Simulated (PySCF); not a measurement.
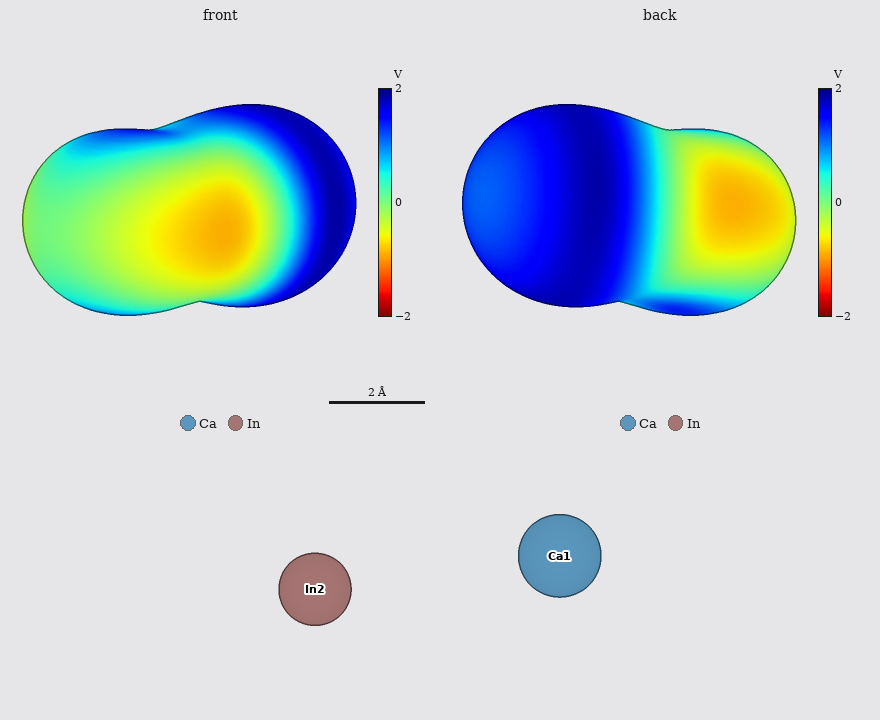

The picture shows: CaIn (doublet). The molecular electrostatic potential painted on the density surface at 0.002 e/bohr³, seen from the front and from behind; the colour scale runs from red (negative) to blue (positive). The bare structure is drawn below in the same view.

⟨S²⟩ = 0.88, above the pure value of 0.75.

Theory: PySCF 2.14.0, PBE0/x2c-SVPall, spin-free X2C-1e, Gaussian nucleus, at a bond length of 3.275 Å.

```xyz
2

Ca    0.0000    0.0000   -2.4299
In    0.0000    0.0000    0.8451
```

Where is the surface potential most negative and most positive?

The most negative region (about −0.9 V) lies over In2, the most positive (about +1.8 V) over Ca1.
